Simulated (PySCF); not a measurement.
# CH7BFPSi: NMR shifts at several levels of theory, part 1 of 2

Aim: compute the NMR shifts of CH7BFPSi (`CB(F)P[SiH3]`) at several levels, and see how far they spread and what each costs.

Programs: PySCF 2.14.0, with density-fitted response routines of our own. Each step states its level of theory. These are calculated values for one molecule in the gas phase, unless marked as measured. Atoms are numbered from 0 throughout.

## (1) Starting geometry

12 atoms, charge 0, multiplicity 1; geometry from: PBE0-D3(BJ)/def2-SVP.

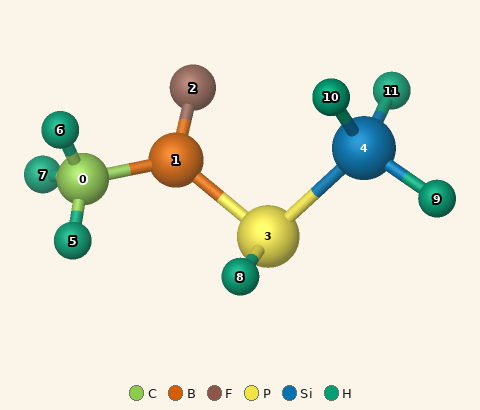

The starting geometry (carbon green, boron orange, fluorine brown, phosphorus yellow, silicon blue, hydrogen teal), atoms numbered.

## (2) Shielding tensors: HF/pcSseg-2

What the job is given:

```
{"job": {"kind": "nmr", "xc": "HF", "basis": "pcSseg-2", "pop": false}, "charge": 0, "multiplicity": 1}
C      2.149537     0.375817    -0.434800
B      0.872652     0.122461     0.428993
F      0.645715     0.927553     1.470364
P     -0.344824    -1.341922     0.188254
Si    -2.303373    -0.236458     0.328795
H      2.301812    -0.343433    -1.250136
H      2.096203     1.390460    -0.866539
H      3.040290     0.368525     0.217206
H     -0.251072    -1.464152    -1.227984
H     -3.402065    -1.167739    -0.065742
H     -2.372369     0.976897    -0.542861
H     -2.482005     0.168057     1.752717
```

With the program's defaults for keys left out, this is: GIAO HF/pcSseg-2 NMR shielding, non-relativistic, gas phase.

Started as:

```console
OMP_NUM_THREADS=1 python probes_run.py task.json out
```

One launch serves the whole session: the jobs run in the order shown.

The program printed:

```text
final grid: 95480 points
cycle   1  E = -795.8162160833  dE =  2.521e-01  |g| = 5.331e-01  |ddm| = 2.271e+00
cycle   2  E = -795.8862171275  dE = -7.000e-02  |g| = 2.956e-01  |ddm| = 4.832e-01
cycle   3  E = -795.9007240703  dE = -1.451e-02  |g| = 6.623e-02  |ddm| = 1.673e-01
cycle   4  E = -795.9026067338  dE = -1.883e-03  |g| = 1.460e-02  |ddm| = 1.031e-01
cycle   5  E = -795.9027270725  dE = -1.203e-04  |g| = 4.461e-03  |ddm| = 2.589e-02
cycle   6  E = -795.9027437237  dE = -1.665e-05  |g| = 1.431e-03  |ddm| = 1.190e-02
cycle   7  E = -795.9027458556  dE = -2.132e-06  |g| = 4.481e-04  |ddm| = 4.368e-03
cycle   8  E = -795.9027460885  dE = -2.329e-07  |g| = 1.410e-04  |ddm| = 1.382e-03
cycle   9  E = -795.9027461092  dE = -2.074e-08  |g| = 4.024e-05  |ddm| = 4.082e-04
cycle  10  E = -795.9027461108  dE = -1.581e-09  |g| = 1.090e-05  |ddm| = 1.241e-04
cycle  11  E = -795.9027461109  dE = -1.064e-10  |g| = 3.153e-06  |ddm| = 3.382e-05
converged SCF energy = -795.9027461109

GIAO shielding tensors (ppm)
atom      isotropic    diamagn.    paramagn.     s11        s22        s33       span
  0 C      181.565     240.902     -59.337    171.103    177.207    196.385     25.282
  1 B       46.338     193.884    -147.545    -35.219     81.112     93.122    128.341
  2 F      242.948     470.484    -227.536     79.083    156.907    492.854    413.771
  3 P      577.094     967.867    -390.773    511.529    548.386    671.367    159.838
  4 Si     454.518     875.670    -421.152    439.315    448.380    475.860     36.546
  5 H       30.738      30.275       0.462     26.602     30.567     35.045      8.443
  6 H       31.058      29.680       1.378     27.729     28.480     36.966      9.237
  7 H       31.012      27.924       3.088     27.153     28.388     37.494     10.341
  8 H       30.088      32.352      -2.264     24.927     28.355     36.981     12.054
  9 H       27.881      28.595      -0.713     24.516     25.635     33.493      8.978
 10 H       27.742      29.817      -2.075     24.132     26.289     32.805      8.673
 11 H       27.686      29.410      -1.724     24.555     25.807     32.697      8.141
```

Run time: 21 s. Hardware: 1 thread of Arm Neoverse V2, shared host; peak memory 1.1 GiB.

The references, computed at this level on geometries of the same kind, shield at (ppm): ¹H TMS 31.68, ¹³C TMS 191.5, ²⁹Si TMS 383.0, ¹⁹F CFCl3 245.3, ³¹P H3PO4 344.0, ¹¹B BF3·OEt2 114.5. Their shielding less the atom's gives the shift. The references are single molecules in the gas phase, so shifts against H2O, NH3, PH3, H3PO4 or CFCl3 are not on the usual liquid scales and can be off by tens of ppm. Atoms listed in one row are averaged.

```tsv
atoms	environment	σ (ppm)	δ (ppm)
C0	methyl carbon bonded to B	181.6	9.9
H9, H10, H11	hydrogen on a silicon bonded to P	27.77	3.91
H8	hydrogen on a phosphorus bonded to B, Si	30.09	1.59
H5, H6, H7	hydrogen on a methyl carbon bonded to B	30.94	0.75
B1	boron bonded to C, F, P	46.3	68.2
F2	fluorine bonded to B	242.9	2.3
P3	phosphorus bonded to B, Si, H	577.1	-233.1
Si4	silicon bonded to P, 3 H	454.5	-71.6
```

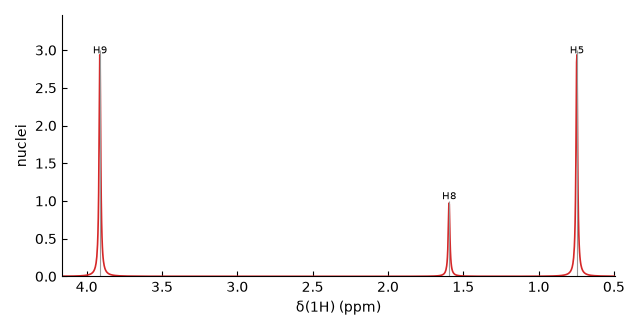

¹H lines at the computed shifts, without couplings. Lines are broadened to a width of 0.01 ppm (Lorentzian).

## (3) Nuclear shieldings: LDA/pcSseg-2

Settings changed since step 2:

```diff
@@ -1,2 +1,2 @@
-{"job": {"kind": "nmr", "xc": "HF", "basis": "pcSseg-2", "pop": false}, "charge": 0, "multiplicity": 1}
+{"job": {"kind": "nmr", "xc": "LDA", "basis": "pcSseg-2", "pop": false}, "charge": 0, "multiplicity": 1}
 C      2.149537     0.375817    -0.434800
```

Level: GIAO LDA/pcSseg-2 NMR shielding, non-relativistic, gas phase.

The program printed:

```text
coarse grid: 10848 points
cycle   1  E = -794.2162334086  dE =  9.402e-02  |g| = 6.404e-01  |ddm| = 2.438e+00
cycle   2  E = -794.0483153904  dE =  1.679e-01  |g| = 1.135e+00  |ddm| = 1.092e+00
cycle   3  E = -794.2933915998  dE = -2.451e-01  |g| = 1.940e-01  |ddm| = 7.936e-01
cycle   4  E = -794.2998751488  dE = -6.484e-03  |g| = 6.527e-02  |ddm| = 1.539e-01
cycle   5  E = -794.3007357665  dE = -8.606e-04  |g| = 8.831e-03  |ddm| = 4.373e-02
cycle   6  E = -794.3007482744  dE = -1.251e-05  |g| = 7.318e-03  |ddm| = 1.800e-02
cycle   7  E = -794.3007634454  dE = -1.517e-05  |g| = 1.343e-03  |ddm| = 8.023e-03
cycle   8  E = -794.3007639767  dE = -5.312e-07  |g| = 4.506e-04  |ddm| = 1.860e-03
final grid: 95480 points
cycle   9  E = -794.2946636004  dE = -1.023e-04  |g| = 6.276e-03  |ddm| = 3.357e-02
cycle  10  E = -794.2946490699  dE =  1.453e-05  |g| = 1.111e-02  |ddm| = 8.170e-03
cycle  11  E = -794.2946696205  dE = -2.055e-05  |g| = 1.511e-03  |ddm| = 5.875e-03
cycle  12  E = -794.2946699253  dE = -3.049e-07  |g| = 5.711e-04  |ddm| = 1.114e-03
cycle  13  E = -794.2946700015  dE = -7.618e-08  |g| = 5.770e-05  |ddm| = 3.550e-04
cycle  14  E = -794.2946700020  dE = -4.970e-10  |g| = 2.831e-05  |ddm| = 7.656e-05
converged SCF energy = -794.2946700020

GIAO shielding tensors (ppm)
atom      isotropic    diamagn.    paramagn.     s11        s22        s33       span
  0 C      168.848     246.073     -77.225    151.914    164.225    190.406     38.491
  1 B       17.001     193.655    -176.654    -70.776     48.790     72.988    143.764
  2 F      136.219     469.060    -332.841    -55.739      2.458    461.937    517.675
  3 P      517.181     969.636    -452.455    446.220    476.456    628.867    182.647
  4 Si     395.613     880.573    -484.959    375.640    382.075    429.126     53.485
  5 H       29.698      30.107      -0.409     26.012     30.003     33.079      7.068
  6 H       30.054      29.456       0.598     27.128     27.570     35.463      8.336
  7 H       30.038      28.332       1.706     26.551     27.458     36.105      9.554
  8 H       28.397      30.705      -2.309     23.602     27.098     34.490     10.888
  9 H       26.490      27.632      -1.142     23.183     24.319     31.968      8.784
 10 H       26.203      28.485      -2.282     22.452     24.734     31.423      8.971
 11 H       26.304      28.303      -1.999     23.335     24.450     31.126      7.791
```

It took 33 s on 1 thread of Arm Neoverse V2, shared host; peak memory 0.92 GiB.

This run: δ C0 11.4, B1 74.0, F2 2.0, P3 -258.1, H9 4.44, H8 2.37 ppm (means over like atoms).

## (4) Shielding tensors: PBE/pcSseg-2

Settings changed since step 3:

```diff
@@ -1,2 +1,2 @@
-{"job": {"kind": "nmr", "xc": "LDA", "basis": "pcSseg-2", "pop": false}, "charge": 0, "multiplicity": 1}
+{"job": {"kind": "nmr", "xc": "PBE", "basis": "pcSseg-2", "pop": false}, "charge": 0, "multiplicity": 1}
 C      2.149537     0.375817    -0.434800
```

With the program's defaults for keys left out, this is: GIAO PBE/pcSseg-2 NMR shielding, non-relativistic, gas phase.

The program printed:

```text
coarse grid: 10848 points
cycle   1  E = -797.4301282405  dE =  1.009e-01  |g| = 6.330e-01  |ddm| = 2.379e+00
cycle   2  E = -797.2611883433  dE =  1.689e-01  |g| = 1.145e+00  |ddm| = 1.103e+00
cycle   3  E = -797.5042393124  dE = -2.431e-01  |g| = 1.865e-01  |ddm| = 8.072e-01
cycle   4  E = -797.5106235786  dE = -6.384e-03  |g| = 5.580e-02  |ddm| = 1.441e-01
cycle   5  E = -797.5112819802  dE = -6.584e-04  |g| = 9.664e-03  |ddm| = 4.174e-02
cycle   6  E = -797.5113016212  dE = -1.964e-05  |g| = 6.922e-03  |ddm| = 1.811e-02
cycle   7  E = -797.5113148791  dE = -1.326e-05  |g| = 1.331e-03  |ddm| = 7.540e-03
cycle   8  E = -797.5113153958  dE = -5.166e-07  |g| = 4.176e-04  |ddm| = 1.851e-03
final grid: 95480 points
cycle   9  E = -797.5204715822  dE = -1.316e-04  |g| = 9.849e-03  |ddm| = 4.060e-02
cycle  10  E = -797.5204278496  dE =  4.373e-05  |g| = 1.608e-02  |ddm| = 1.864e-02
cycle  11  E = -797.5204934007  dE = -6.555e-05  |g| = 1.740e-03  |ddm| = 1.357e-02
cycle  12  E = -797.5204941093  dE = -7.086e-07  |g| = 6.370e-04  |ddm| = 2.142e-03
cycle  13  E = -797.5204941922  dE = -8.294e-08  |g| = 1.701e-04  |ddm| = 4.330e-04
cycle  14  E = -797.5204941976  dE = -5.350e-09  |g| = 6.199e-05  |ddm| = 1.854e-04
cycle  15  E = -797.5204941984  dE = -8.731e-10  |g| = 1.015e-05  |ddm| = 5.248e-05
converged SCF energy = -797.5204941984

GIAO shielding tensors (ppm)
atom      isotropic    diamagn.    paramagn.     s11        s22        s33       span
  0 C      168.264     244.417     -76.153    154.077    163.049    187.667     33.590
  1 B       22.016     194.020    -172.004    -60.383     51.748     74.682    135.065
  2 F      146.367     469.993    -323.627    -40.722     19.852    459.969    500.691
  3 P      530.270     969.713    -439.443    464.929    494.259    631.622    166.693
  4 Si     408.891     880.066    -471.174    389.823    397.088    439.763     49.939
  5 H       30.155      30.235      -0.080     26.545     30.442     33.477      6.932
  6 H       30.456      29.645       0.811     27.627     28.096     35.645      8.018
  7 H       30.440      28.207       2.233     27.073     27.984     36.263      9.190
  8 H       29.040      31.556      -2.516     24.252     27.730     35.137     10.885
  9 H       27.042      28.240      -1.198     23.804     24.910     32.411      8.607
 10 H       26.762      29.323      -2.561     23.120     25.311     31.853      8.733
 11 H       26.877      29.044      -2.167     23.981     25.050     31.598      7.617
```

Wall time 41 s (1 thread of Arm Neoverse V2, shared host); peak memory 0.91 GiB.

In short: δ C0 11.1, B1 70.7, F2 -3.4, P3 -248.5, H9 4.28, H8 2.14 ppm (means over like atoms).

## (5) Nuclear shieldings: BLYP/pcSseg-2

Settings changed since step 4:

```diff
@@ -1,2 +1,2 @@
-{"job": {"kind": "nmr", "xc": "PBE", "basis": "pcSseg-2", "pop": false}, "charge": 0, "multiplicity": 1}
+{"job": {"kind": "nmr", "xc": "BLYP", "basis": "pcSseg-2", "pop": false}, "charge": 0, "multiplicity": 1}
 C      2.149537     0.375817    -0.434800
```

Level: GIAO BLYP/pcSseg-2 NMR shielding, non-relativistic, gas phase.

The program printed:

```text
coarse grid: 10848 points
cycle   1  E = -797.8754885794  dE =  9.891e-02  |g| = 6.827e-01  |ddm| = 2.361e+00
cycle   2  E = -797.6664678546  dE =  2.090e-01  |g| = 1.273e+00  |ddm| = 1.190e+00
cycle   3  E = -797.9594521577  dE = -2.930e-01  |g| = 2.065e-01  |ddm| = 8.721e-01
cycle   4  E = -797.9672271072  dE = -7.775e-03  |g| = 6.045e-02  |ddm| = 1.571e-01
cycle   5  E = -797.9680191279  dE = -7.920e-04  |g| = 1.080e-02  |ddm| = 4.684e-02
cycle   6  E = -797.9680452126  dE = -2.608e-05  |g| = 7.396e-03  |ddm| = 1.989e-02
cycle   7  E = -797.9680599919  dE = -1.478e-05  |g| = 1.465e-03  |ddm| = 8.032e-03
cycle   8  E = -797.9680606072  dE = -6.152e-07  |g| = 4.770e-04  |ddm| = 2.070e-03
final grid: 95480 points
cycle   9  E = -797.9755192336  dE = -1.122e-04  |g| = 7.343e-03  |ddm| = 3.619e-02
cycle  10  E = -797.9755036637  dE =  1.557e-05  |g| = 1.096e-02  |ddm| = 1.028e-02
cycle  11  E = -797.9755300929  dE = -2.643e-05  |g| = 1.310e-03  |ddm| = 6.732e-03
cycle  12  E = -797.9755303230  dE = -2.301e-07  |g| = 6.450e-04  |ddm| = 1.247e-03
cycle  13  E = -797.9755304050  dE = -8.204e-08  |g| = 1.172e-04  |ddm| = 4.370e-04
cycle  14  E = -797.9755304072  dE = -2.164e-09  |g| = 4.707e-05  |ddm| = 1.261e-04
cycle  15  E = -797.9755304078  dE = -6.253e-10  |g| = 1.250e-05  |ddm| = 5.858e-05
converged SCF energy = -797.9755304078

GIAO shielding tensors (ppm)
atom      isotropic    diamagn.    paramagn.     s11        s22        s33       span
  0 C      164.532     242.041     -77.509    151.328    158.661    183.607     32.279
  1 B       18.865     192.512    -173.646    -65.268     49.804     72.060    137.327
  2 F      153.812     470.632    -316.820    -28.631     31.249    458.817    487.448
  3 P      505.398     969.465    -464.067    441.581    471.379    603.234    161.654
  4 Si     394.340     879.396    -485.057    374.626    381.633    426.760     52.134
  5 H       30.391      30.420      -0.029     26.897     30.703     33.574      6.676
  6 H       30.670      29.883       0.787     27.963     28.457     35.591      7.628
  7 H       30.657      28.736       1.921     27.421     28.350     36.199      8.777
  8 H       29.396      31.734      -2.337     24.722     28.219     35.247     10.525
  9 H       27.315      28.401      -1.086     24.168     25.238     32.538      8.370
 10 H       27.005      29.453      -2.448     23.444     25.603     31.969      8.526
 11 H       27.168      29.197      -2.029     24.351     25.400     31.753      7.402
```

It took 41 s on 1 thread of Arm Neoverse V2, shared host; peak memory 0.91 GiB.

Key values: δ C0 10.5, B1 72.3, F2 -10.7, P3 -234.1, H9 4.21, H8 1.98 ppm (means over like atoms).

## (6) Nuclear shieldings: BP86/pcSseg-2

Settings changed since step 5:

```diff
@@ -1,2 +1,2 @@
-{"job": {"kind": "nmr", "xc": "BLYP", "basis": "pcSseg-2", "pop": false}, "charge": 0, "multiplicity": 1}
+{"job": {"kind": "nmr", "xc": "BP86", "basis": "pcSseg-2", "pop": false}, "charge": 0, "multiplicity": 1}
 C      2.149537     0.375817    -0.434800
```

Method: GIAO BP86/pcSseg-2 NMR shielding, non-relativistic, gas phase.

The program printed:

```text
coarse grid: 10848 points
cycle   1  E = -798.0011674191  dE =  1.011e-01  |g| = 6.386e-01  |ddm| = 2.369e+00
cycle   2  E = -797.8351292223  dE =  1.660e-01  |g| = 1.155e+00  |ddm| = 1.048e+00
cycle   3  E = -798.0753106516  dE = -2.402e-01  |g| = 1.893e-01  |ddm| = 7.546e-01
cycle   4  E = -798.0819444290  dE = -6.634e-03  |g| = 5.336e-02  |ddm| = 1.420e-01
cycle   5  E = -798.0825523271  dE = -6.079e-04  |g| = 9.729e-03  |ddm| = 4.109e-02
cycle   6  E = -798.0825722871  dE = -1.996e-05  |g| = 6.539e-03  |ddm| = 1.759e-02
cycle   7  E = -798.0825838414  dE = -1.155e-05  |g| = 1.348e-03  |ddm| = 7.049e-03
cycle   8  E = -798.0825843835  dE = -5.421e-07  |g| = 4.465e-04  |ddm| = 1.846e-03
final grid: 95480 points
cycle   9  E = -798.0910082722  dE = -1.200e-04  |g| = 8.944e-03  |ddm| = 3.726e-02
cycle  10  E = -798.0909724704  dE =  3.580e-05  |g| = 1.631e-02  |ddm| = 1.448e-02
cycle  11  E = -798.0910214839  dE = -4.901e-05  |g| = 1.677e-03  |ddm| = 1.044e-02
cycle  12  E = -798.0910219648  dE = -4.809e-07  |g| = 6.775e-04  |ddm| = 1.294e-03
cycle  13  E = -798.0910220710  dE = -1.062e-07  |g| = 1.202e-04  |ddm| = 4.545e-04
cycle  14  E = -798.0910220741  dE = -3.120e-09  |g| = 5.188e-05  |ddm| = 1.775e-04
cycle  15  E = -798.0910220750  dE = -8.331e-10  |g| = 8.629e-06  |ddm| = 5.839e-05
converged SCF energy = -798.0910220750

GIAO shielding tensors (ppm)
atom      isotropic    diamagn.    paramagn.     s11        s22        s33       span
  0 C      168.047     244.478     -76.431    154.150    163.020    186.970     32.819
  1 B       23.184     194.201    -171.017    -58.418     53.049     74.921    133.339
  2 F      149.896     469.093    -319.197    -35.684     24.776    460.596    496.280
  3 P      525.658     969.804    -444.146    460.716    489.815    626.442    165.727
  4 Si     406.110     880.030    -473.921    387.189    394.343    436.796     49.607
  5 H       30.229      30.350      -0.120     26.640     30.511     33.538      6.899
  6 H       30.520      29.776       0.743     27.704     28.180     35.675      7.970
  7 H       30.505      28.365       2.140     27.158     28.073     36.283      9.125
  8 H       29.135      31.555      -2.419     24.363     27.832     35.211     10.848
  9 H       27.107      28.227      -1.120     23.888     24.970     32.463      8.575
 10 H       26.820      29.323      -2.503     23.191     25.376     31.892      8.701
 11 H       26.944      29.024      -2.081     24.051     25.126     31.653      7.602
```

It took 41 s on 1 thread of Arm Neoverse V2, shared host; peak memory 0.91 GiB.

This run: δ C0 11.1, B1 70.2, F2 -6.0, P3 -245.4, H9 4.28, H8 2.10 ppm (means over like atoms).

## (7) NMR shieldings: OPBE/pcSseg-2

Settings changed since step 6:

```diff
@@ -1,2 +1,2 @@
-{"job": {"kind": "nmr", "xc": "BP86", "basis": "pcSseg-2", "pop": false}, "charge": 0, "multiplicity": 1}
+{"job": {"kind": "nmr", "xc": "OPBE", "basis": "pcSseg-2", "pop": false}, "charge": 0, "multiplicity": 1}
 C      2.149537     0.375817    -0.434800
```

Level: GIAO OPBE/pcSseg-2 NMR shielding, non-relativistic, gas phase.

The program printed:

```text
coarse grid: 10848 points
cycle   1  E = -797.7832047204  dE =  8.871e-02  |g| = 6.089e-01  |ddm| = 2.424e+00
cycle   2  E = -797.6307426275  dE =  1.525e-01  |g| = 1.099e+00  |ddm| = 1.144e+00
cycle   3  E = -797.8530312942  dE = -2.223e-01  |g| = 1.633e-01  |ddm| = 8.280e-01
cycle   4  E = -797.8584369880  dE = -5.406e-03  |g| = 4.778e-02  |ddm| = 1.359e-01
cycle   5  E = -797.8589274646  dE = -4.905e-04  |g| = 1.051e-02  |ddm| = 3.931e-02
cycle   6  E = -797.8589565897  dE = -2.913e-05  |g| = 6.304e-03  |ddm| = 1.819e-02
cycle   7  E = -797.8589674670  dE = -1.088e-05  |g| = 1.298e-03  |ddm| = 6.772e-03
cycle   8  E = -797.8589679427  dE = -4.757e-07  |g| = 4.658e-04  |ddm| = 1.904e-03
final grid: 95480 points
cycle   9  E = -797.8652167047  dE = -2.649e-04  |g| = 2.515e-02  |ddm| = 6.811e-02
cycle  10  E = -797.8649082540  dE =  3.085e-04  |g| = 4.486e-02  |ddm| = 5.156e-02
cycle  11  E = -797.8653393111  dE = -4.311e-04  |g| = 3.992e-03  |ddm| = 3.589e-02
cycle  12  E = -797.8653417412  dE = -2.430e-06  |g| = 1.547e-03  |ddm| = 3.651e-03
cycle  13  E = -797.8653423024  dE = -5.612e-07  |g| = 3.582e-04  |ddm| = 1.442e-03
cycle  14  E = -797.8653423325  dE = -3.008e-08  |g| = 1.019e-04  |ddm| = 4.459e-04
cycle  15  E = -797.8653423355  dE = -3.032e-09  |g| = 3.204e-05  |ddm| = 1.363e-04
cycle  16  E = -797.8653423358  dE = -2.947e-10  |g| = 5.397e-06  |ddm| = 3.568e-05
converged SCF energy = -797.8653423358

GIAO shielding tensors (ppm)
atom      isotropic    diamagn.    paramagn.     s11        s22        s33       span
  0 C      173.347     246.696     -73.350    160.294    168.818    190.929     30.635
  1 B       32.325     196.002    -163.677    -42.732     59.778     79.929    122.661
  2 F      160.225     471.217    -310.992    -21.633     40.407    461.900    483.533
  3 P      564.636     970.674    -406.038    501.488    531.870    660.549    159.061
  4 Si     433.777     880.756    -446.979    415.177    424.108    462.045     46.868
  5 H       30.168      29.951       0.217     26.434     30.367     33.703      7.269
  6 H       30.457      29.384       1.073     27.511     27.994     35.867      8.356
  7 H       30.438      27.215       3.223     26.971     27.872     36.470      9.499
  8 H       29.044      32.065      -3.022     24.119     27.568     35.444     11.325
  9 H       27.105      28.502      -1.397     23.828     24.960     32.528      8.700
 10 H       26.871      29.904      -3.032     23.259     25.385     31.971      8.712
 11 H       26.933      29.467      -2.534     24.009     25.079     31.710      7.701
```

Run time: 43 s. Hardware: 1 thread of Arm Neoverse V2, shared host; peak memory 0.91 GiB.

This run: δ C0 11.1, B1 65.4, F2 -5.1, P3 -252.2, H9 4.23, H8 2.16 ppm (means over like atoms).

(Continued in part 2 of 2.)
